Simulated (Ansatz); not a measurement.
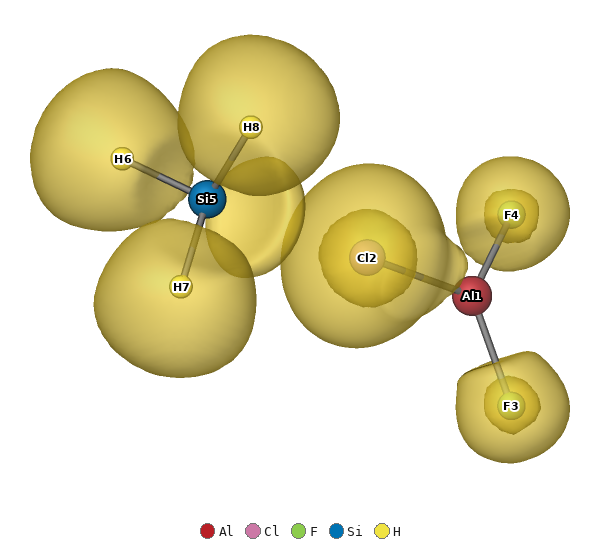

AlClF₂···H₃Si (doublet). Isosurface of the electron localisation function at 0.75 (yellow), seen at an oblique angle. Only the valence region is drawn (cores and ρ < 0.01 e/Å³ removed).

Not at a stationary point (largest force 1.7 eV/Å).

All numbers below come from UKS PBE0/def2-SVP (Ansatz 0.2.0).

Input

```
crystal:
  periodic: [false, false, false]
  atoms:
    - { symbol: Al, position_ang: [0.0, 0.0, 0.0] }
    - { symbol: Cl, position_ang: [0.0, 0.0, 2.48] }
    - { symbol: F, position_ang: [1.4635, 0.0, -0.845] }
    - { symbol: F, position_ang: [-1.4635, 0.0, -0.845] }
    - { symbol: Si, position_ang: [0.0, 0.0, 4.91] }
    - { symbol: H, position_ang: [-0.7436, -1.1581, 5.3974] }
    - { symbol: H, position_ang: [1.3747, -0.0649, 5.3974] }
    - { symbol: H, position_ang: [-0.6311, 1.223, 5.3974] }
magnetization:
  spin_polarized: true
  initial_magnetization: 1
basis:
  gaussian: { orbitals: def2-SVP }
hamiltonian:
  xc: pbe0
relax:
  f_tol: 0.15
  max_steps: 25
  restrain:
    - { distance: [1, 4], at: 3.33, k: 30.0 }
    - { distance: [0, 1], at: 2.23, k: 30.0 }
output:
  orbitals: {}
```

Run with:

```sh
ansatz run input.yaml --threads 4 --pin off --max-ram 5120MiB --backend cpu --events-out ev --progress --plain --runs-dir out
```

The fields are those of the run's last geometry, not of the input's.

Where are the electrons localised?

Answer. At this value the surface marks out three regions around hydrogen nuclei, one region on Cl in which the atom's valence shell and bonds are merged, one lobe on Si, pointing away from the bonds (non-bonding electrons) and two regions wrapped around F (the valence shell of each).

Values along the shortest contacts:
Si5···Cl2 (3.34 Å): the ELF dips to about 0.10 between them. Al–F (1.65 Å): the ELF peaks at about 0.85 in the valence shell of F, 0.6 Å from its nucleus, and is about 0.30 at the midpoint.
